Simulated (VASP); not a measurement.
Band structure of Ti (relaxed from the omega structure, space group P6/mmm). Computed with r2SCAN meta-GGA, VASP's PBE PAW potentials (set 64) (plane waves; VASP).

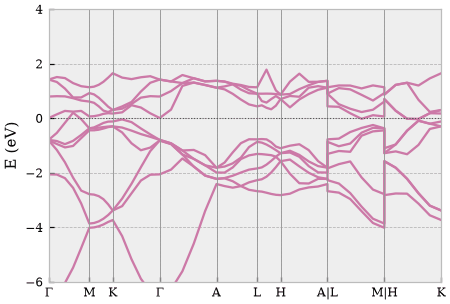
*Bands along high-symmetry lines, zero at the valence-band maximum or, without a gap, the Fermi level*

Read the plot: is there a gap, and where are the band edges?

It has no gap at this level: it comes out as a metal or semimetal.

The structure was generated: Ti was put into the omega type (P6/mmm), which need not be its known phase. It was relaxed first.
